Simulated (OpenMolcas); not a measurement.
# Cu⁷⁺: multiconfigurational calculation (part 2 of 2)

Continued. System: Cu⁷⁺. Method: state-averaged CASSCF, active space 4 electrons in the shell 3d, basis ANO-R1, X2C scalar Hamiltonian, spin-orbit coupling by RASSI with atomic mean-field integrals (OpenMolcas).

## Log (extracts), continued
```
--- RASSI ---
SPIN-FREE ENERGIES:
  (Shifted by EMIN (a.u.) =      -1637.1976285535)

 SF State       Relative EMIN(au)   Rel lowest level(eV)    D:o, cm**(-1)      L_eff

     1             0.0000000000        0.0000000000              0.0000         2.0
     2             0.0000000000        0.0000000000              0.0000         2.0
     3             0.0000000000        0.0000000000              0.0000         2.0
     4             0.0000000000        0.0000000000              0.0000         2.0
     5             0.0000000000        0.0000000000              0.0000         2.0
     6             0.1629143063        4.4331241144          35755.5573         5.0
     7             0.1629143063        4.4331241144          35755.5573         5.0
     8             0.1629143063        4.4331241144          35755.5573         5.0
     9             0.1629143063        4.4331241144          35755.5573         5.0
    10             0.1629143063        4.4331241144          35755.5573         5.0
    11             0.1629143063        4.4331241144          35755.5573         5.0
    12             0.1629143063        4.4331241144          35755.5573         5.0
    13             0.1629143063        4.4331241144          35755.5573         5.0
    14             0.1629143063        4.4331241144          35755.5573         5.0
    15             0.1629143063        4.4331241144          35755.5573         5.0
    16             0.1629143063        4.4331241144          35755.5573         5.0
    17             0.1822099759        4.9581860311          39990.4673         1.0
    18             0.1822099759        4.9581860311          39990.4673         1.0
    19             0.1822099759        4.9581860311          39990.4673         1.0
    20             0.1872349624        5.0949228799          41093.3243         3.0
    21             0.1872349624        5.0949228799          41093.3243         3.0
    22             0.1872349624        5.0949228799          41093.3243         3.0
    23             0.1872349624        5.0949228799          41093.3243         3.0
    24             0.1872349624        5.0949228799          41093.3243         3.0
    25             0.1872349624        5.0949228799          41093.3243         3.0
    26             0.1872349624        5.0949228799          41093.3243         3.0
    27             0.2051576451        5.5826239212          45026.8985         4.0
    28             0.2051576451        5.5826239212          45026.8985         4.0
    29             0.2051576451        5.5826239212          45026.8985         4.0
    30             0.2051576451        5.5826239212          45026.8985         4.0
    31             0.2051576451        5.5826239212          45026.8985         4.0
    32             0.2051576451        5.5826239212          45026.8985         4.0
    33             0.2051576451        5.5826239212          45026.8985         4.0
    34             0.2051576451        5.5826239212          45026.8985         4.0
    35             0.2051576451        5.5826239212          45026.8985         4.0
    51             0.2442073597        6.6452207897          53597.3203         6.0
    52             0.2442073597        6.6452207897          53597.3203         6.0
    53             0.2442073597        6.6452207897          53597.3203         6.0
    54             0.2442073597        6.6452207897          53597.3203         6.0
    55             0.2442073597        6.6452207897          53597.3203         6.0
Eigenvalues of complex Hamiltonian:
   -----------------------------------
  (Shifted by EMIN (a.u.) =      -1637.1976285535)

 SO State       Relative EMIN(au)   Rel lowest level(eV)    D:o, cm**(-1)     J-value

     1            -0.0100975243        0.0000000000              0.0000        -0.0
     2            -0.0083309067        0.0480721157            387.7278         0.7
     3            -0.0083309067        0.0480721157            387.7278         0.9
     4            -0.0083309067        0.0480721157            387.7278         0.7
     5            -0.0050060138        0.1385470592           1117.4574         1.2
     6            -0.0050060138        0.1385470592           1117.4574         1.8
     7            -0.0050060138        0.1385470592           1117.4574         1.8
     8            -0.0050060138        0.1385470592           1117.4574         1.2
     9            -0.0050060138        0.1385470592           1117.4574         1.7
    10            -0.0003999855        0.2638834760           2128.3638         2.4
    11            -0.0003999855        0.2638834760           2128.3638         2.4
    12            -0.0003999855        0.2638834760           2128.3638         2.9
    13            -0.0003999855        0.2638834760           2128.3638         2.7
    14            -0.0003999855        0.2638834760           2128.3638         1.4
    15            -0.0003999855        0.2638834760           2128.3638         2.8
    16            -0.0003999855        0.2638834760           2128.3638         1.7
    17             0.0052352897        0.4172271259           3365.1637         3.1
    18             0.0052352897        0.4172271259           3365.1637         3.5
    19             0.0052352897        0.4172271259           3365.1637         2.4
    20             0.0052352897        0.4172271259           3365.1637         1.7
    21             0.0052352897        0.4172271259           3365.1637         3.6
    22             0.0052352897        0.4172271259           3365.1637         3.5
    23             0.0052352897        0.4172271259           3365.1637         2.9
    24             0.0052352897        0.4172271259           3365.1637         3.8
    25             0.0052352897        0.4172271259           3365.1637         3.5
    26             0.1573632037        4.5568385515          36753.3816         3.2
    27             0.1573632037        4.5568385515          36753.3816         2.5
    28             0.1573632037        4.5568385515          36753.3816         3.0
    29             0.1573632037        4.5568385515          36753.3816         3.4
    30             0.1573632037        4.5568385515          36753.3816         2.1
    31             0.1573632037        4.5568385515          36753.3816         3.3
    32             0.1573632037        4.5568385515          36753.3816         3.5
    33             0.1573632037        4.5568385515          36753.3816         3.6
    34             0.1573632037        4.5568385515          36753.3816         3.7
    35             0.1612595851        4.6628644900          37608.5384         4.0
    36             0.1612595851        4.6628644900          37608.5384         3.9
    37             0.1612595851        4.6628644900          37608.5384         2.8
    38             0.1612595851        4.6628644900          37608.5384         4.0
    39             0.1612595851        4.6628644900          37608.5384         3.7
    40             0.1612595851        4.6628644900          37608.5384         4.1
    41             0.1612595851        4.6628644900          37608.5384         4.6
Weights of the five most important spin-orbit-free states for each spin-orbit state.

 SO State  Total energy (au)           Spin-free states, spin, and weights
 -------------------------------------------------------------------------------------------------------
    1        -0.010098       1 2.0  0.1987    4 2.0  0.1987    3 2.0  0.1987    5 2.0  0.1987    2 2.0  0.1987
    2        -0.008331       5 2.0  0.3218    1 2.0  0.2410    4 2.0  0.1930    2 2.0  0.1254    3 2.0  0.1143
    3        -0.008331       3 2.0  0.2610    4 2.0  0.2225    2 2.0  0.1827    1 2.0  0.1743    5 2.0  0.1551
    4        -0.008331       2 2.0  0.2892    3 2.0  0.2221    1 2.0  0.1821    4 2.0  0.1818    5 2.0  0.1204
    5        -0.005006       5 2.0  0.2398    3 2.0  0.2288    2 2.0  0.2220    1 2.0  0.1585    4 2.0  0.1486
    6        -0.005006       2 2.0  0.2364    1 2.0  0.2140    4 2.0  0.2005    5 2.0  0.1805    3 2.0  0.1662
    7        -0.005006       4 2.0  0.2747    5 2.0  0.2267    3 2.0  0.2183    1 2.0  0.1681    2 2.0  0.1098
    8        -0.005006       5 2.0  0.2265    1 2.0  0.2141    3 2.0  0.2055    4 2.0  0.1825    2 2.0  0.1690
    9        -0.005006       2 2.0  0.2604    1 2.0  0.2429    4 2.0  0.1914    3 2.0  0.1788    5 2.0  0.1241
   10        -0.000400       3 2.0  0.3988    5 2.0  0.3536    2 2.0  0.1028    4 2.0  0.0941    1 2.0  0.0490
   11        -0.000400       4 2.0  0.3800    5 2.0  0.2698    3 2.0  0.2487    1 2.0  0.0675    2 2.0  0.0321
   12        -0.000400       1 2.0  0.3090    2 2.0  0.2623    5 2.0  0.2088    4 2.0  0.1443    3 2.0  0.0737
```

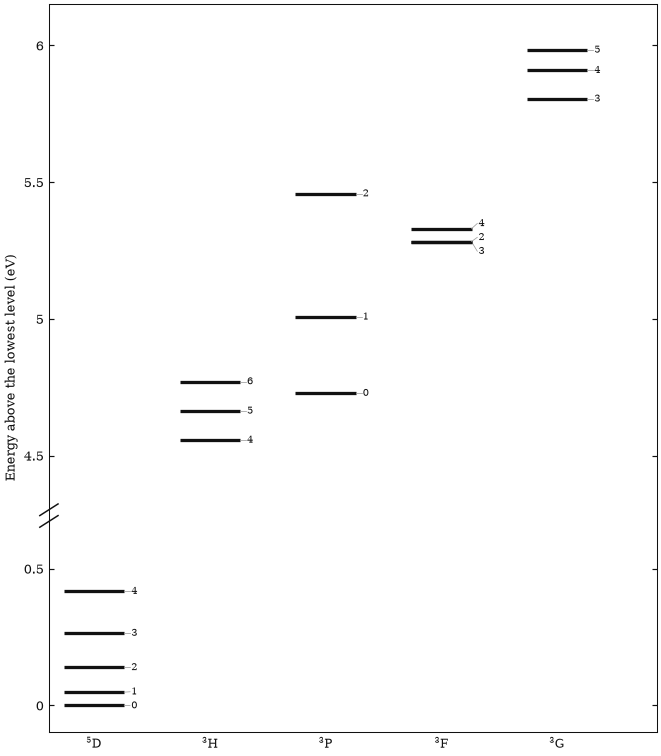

Fig. 1: Level diagram of Cu⁷⁺. The lowest level is 3d⁴ ⁵D₀. The first excited level, 3d⁴ ⁵D₁, lies at 0.0481 eV. The ground term spreads over 0.417 eV in the order J = 0, 1, 2, 3, 4, a normal multiplet. All levels drawn have even parity, so no electric dipole line joins them. The leading LS term holds 96 % of a level on average, 99 % of the ground level. Spin-orbit coupling puts the ground level 0.275 eV below the lowest spin-free term.

| Configuration | Level | E (eV) | LS purity (%) |
| --- | --- | --- | --- |
| 3d⁴ | ⁵D₀ | 0 | 99 |
| 3d⁴ | ⁵D₁ | 0.04807 | 100 |
| 3d⁴ | ⁵D₂ | 0.1385 | 100 |
| 3d⁴ | ⁵D₃ | 0.2639 | 100 |
| 3d⁴ | ⁵D₄ | 0.4172 | 100 |
| 3d⁴ | ³H₄ | 4.557 | 97 |
| 3d⁴ | ³H₅ | 4.663 | 98 |
| 3d⁴ | ³P₀ | 4.728 | 98 |
| 3d⁴ | ³H₆ | 4.770 | 99 |
| 3d⁴ | ³P₁ | 5.007 | 99 |
| 3d⁴ | ³F₃ | 5.282 | 85 |
| 3d⁴ | ³F₂ | 5.282 | 99 |
| 3d⁴ | ³F₄ | 5.329 | 86 |
| 3d⁴ | ³P₂ | 5.458 | 99 |
| 3d⁴ | ³G₃ | 5.804 | 85 |
| 3d⁴ | ³G₄ | 5.909 | 86 |
| 3d⁴ | ³G₅ | 5.983 | 98 |

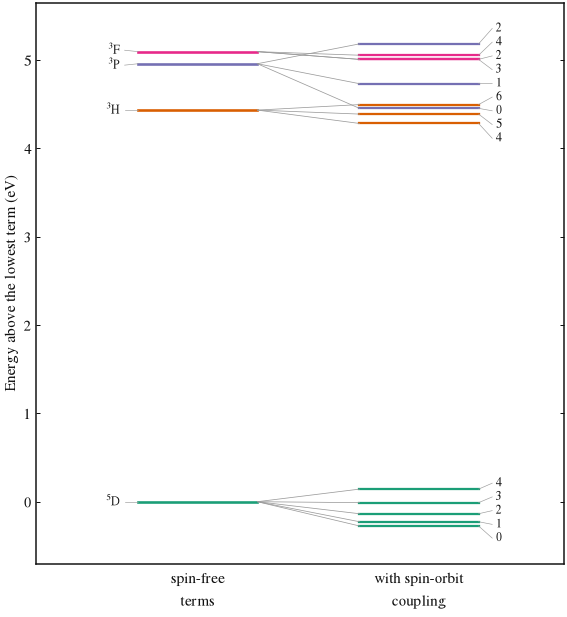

Fig. 2: Terms of Cu⁷⁺ without and with spin-orbit coupling; numbers at the right are J. ⁵D (at 0) splits over 0.417 eV into J = 0, 1, 2, 3, 4 from the bottom up (normal); ³H (at 4.43 eV) splits over 0.214 eV into J = 4, 5, 6 from the bottom up (normal); ³P (at 4.96 eV) splits over 0.730 eV into J = 0, 1, 2 from the bottom up (normal); ³F (at 5.09 eV) splits over 0.0475 eV into J = 3, 2, 4 from the bottom up (irregular). The ground level lies 0.275 eV below the lowest term.

Outcome of the run: converged.
